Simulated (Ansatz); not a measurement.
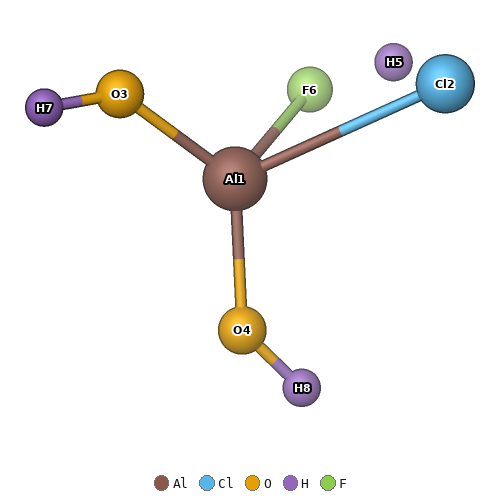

The system is the reacting system AlClFH₃O₂ (fragments AlClFH₃O₂ where the first distance is long, AlFH₂O₂ + ClH where the second is long); the picture shows the reference structure. First axis: distance Cl2–H5 (bond that forms). Second axis: distance Al1–Cl2 (bond that breaks). Relaxed at each point: all other coordinates. The scan uses a 13 × 13 grid. Points are written as (first, second). Energies are in kJ/mol, from the lowest grid point. Energies and slopes of some neighbouring points disagree (a jump in structure or state, or too coarse a mesh). The reference is spin-restricted, so regions where a bond is pulled apart into radicals lie too high. Theory: RHF/def2-SVP in Ansatz 0.2.0.

Its coordinates:

```xyz
8

Al   -0.1030    0.2818   -0.1659
Cl    1.9347   -1.3046    0.1555
O    -0.6110    0.2783   -1.7434
O    -0.1047    1.5351    0.9234
H     0.3585   -1.8716    0.6646
F    -0.7798   -1.5037    0.7371
H    -0.8763    0.9162   -2.3794
H     0.1816    1.6684    1.8082
```

Range: distance Cl2–H5 (bond that forms) from 1.197 to 2.697 Å; distance Al1–Cl2 (bond that breaks) from 2.007 to 3.807 Å.

**What landscape does the calculation give?**

The lowest grid point is at (2.542 Å, 2.199 Å). Other grid points that lie below all their neighbours: (1.264 Å, 2.764 Å) (6 kJ/mol higher). The highest grid point, (2.697 Å, 3.807 Å), lies 295 kJ/mol above the lowest.

| second ↓, first → | 1.197 | 1.264 | 1.357 | 1.462 | 1.577 | 1.699 | 1.828 | 1.962 | 2.101 | 2.244 | 2.391 | 2.542 | 2.697 |
| --- | --- | --- | --- | --- | --- | --- | --- | --- | --- | --- | --- | --- | --- |
| 3.807 | 27 | 14 | 24 | 56 | 104 | 147 | 177 | 200 | 221 | 241 | 260 | 278 | 295 |
| 3.621 | 25 | 13 | 22 | 55 | 103 | 146 | 174 | 196 | 216 | 234 | 252 | 268 | 282 |
| 3.440 | 24 | 11 | 20 | 53 | 101 | 140 | 164 | 183 | 199 | 215 | 230 | 244 | 257 |
| 3.263 | 22 | 10 | 19 | 51 | 99 | 132 | 151 | 166 | 179 | 192 | 205 | 217 | 228 |
| 3.091 | 20 | 8 | 17 | 49 | 96 | 121 | 134 | 145 | 155 | 166 | 176 | 186 | 195 |
| 2.925 | 19 | 7 | 16 | 48 | 91 | 107 | 115 | 122 | 129 | 136 | 144 | 151 | 159 |
| 2.764 | 19 | 6 | 15 | 47 | 83 | 91 | 93 | 95 | 99 | 104 | 109 | 115 | 121 |
| 2.610 | 21 | 8 | 16 | 48 | 73 | 72 | 70 | 68 | 68 | 71 | 74 | 78 | 82 |
| 2.463 | 27 | 14 | 22 | 53 | 63 | 55 | 47 | 42 | 40 | 40 | 41 | 43 | 46 |
| 2.325 | 40 | 26 | 34 | 65 | 57 | 43 | 31 | 23 | 18 | 15 | 15 | 16 | 17 |
| 2.199 | 63 | 49 | 56 | 77 | 60 | 40 | 25 | 14 | 7 | 2 | 0 | 0 | 1 |
| 2.088 | 99 | 85 | 92 | 100 | 75 | 52 | 34 | 20 | 11 | 5 | 2 | 1 | 0 |
| 2.007 | 139 | 125 | 131 | 129 | 100 | 74 | 53 | 38 | 28 | 21 | 17 | 14 | 13 |

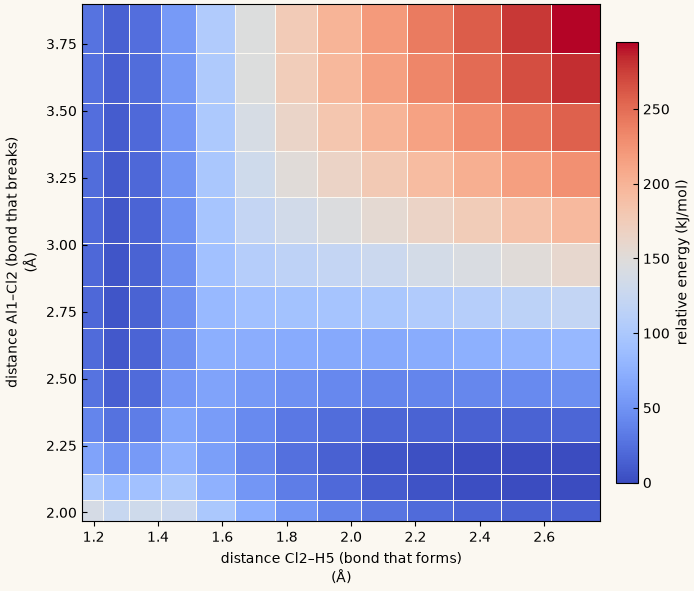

Drawn: one coloured cell a grid point.

Each point was launched as `ansatz run input.yaml --threads 1 --pin off --max-ram 2560MiB --backend cpu --events-out ev --progress --plain --runs-dir out`. Time for the 169 points that were run: 38 min on 1 thread of Arm Neoverse V1 (shared host).
